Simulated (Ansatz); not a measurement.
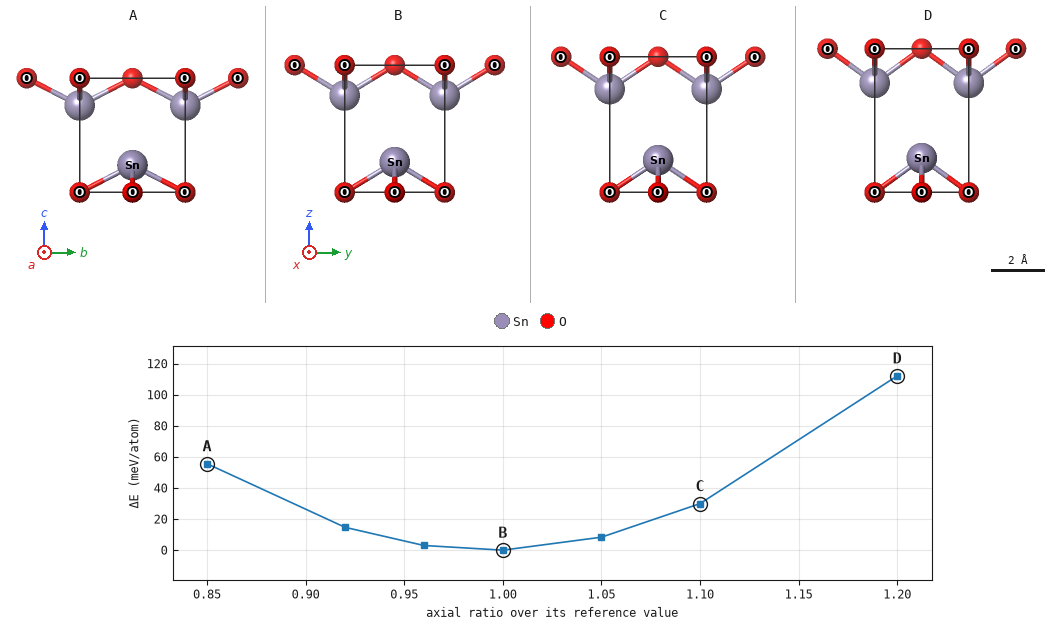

Energy scan for solid SnO (P4/nmm), in which the ratio of the cell's length along z to its lengths across, counted as 1 for the reference, is changed at fixed volume (a c/a path), with the atoms kept at their fractional coordinates. x, y and z are the Cartesian axes of the input. The lettered frames are marked on the plot. Style: ball-and-stick. Shown: the cell of the calculation, along the a axis.

Level of theory: DFT PBEsol, scalar-relativistic, plane waves, PAW (Ansatz 0.2.0). Settings: plane-wave cutoff 420 eV; k-point mesh 14 × 14 × 12; occupations gaussian; smearing width 0.15 eV; no spin polarisation. Energies (free energies at the smearing named) are counted from the cell as listed in its source, which wasn't relaxed.

Describe the profile.

Answer. The lowest computed point lies at the relative ratio 1.00 (0.0 meV/atom). The end points stand at 55.6 meV/atom (0.85) and 112.1 meV/atom (1.20). The distortion keeps the space group P4/nmm. At the relative ratio 1.20 the cell of the drawing goes a 3.802 → 3.578 Å, b 3.802 → 3.578 Å, c 4.836 → 5.461 Å.

Limits of the set-up: layers or molecules are held without a dispersion correction, so their spacing is unreliable.
